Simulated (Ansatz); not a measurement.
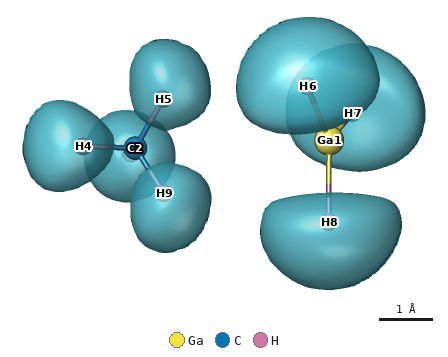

GaH3···CH4. Isosurface of the electron localisation function at 0.9 (cyan), seen at a tilt. Core shells and regions of very low density are left out.

All numbers below come from RHF/def2-SVP in Ansatz.

```xyz
9

Ga   -0.0742   -0.4984   -0.9292
C    -0.0274   -0.2328    2.9502
H    -1.0095   -0.0524    3.3858
H     0.7185   -0.2972    3.7417
H     0.2292    0.5921    2.2841
H     1.3287    0.2121   -1.0084
H    -1.3935    0.3611   -0.9432
H    -0.1580   -2.0692   -0.8556
H    -0.0440   -1.1744    2.3992
```

**What do the ELF domains correspond to?**

The ELF exceeds this value in seven regions around hydrogen nuclei.

Values along the shortest contacts:
C2···Ga1 (3.89 Å): the ELF dips to about 0 between them; a non-bonded, intermolecular contact. C–H (1.09 Å): the ELF climbs to about 1 towards the hydrogen, as it does in any bond to H; a covalent bond by its length.
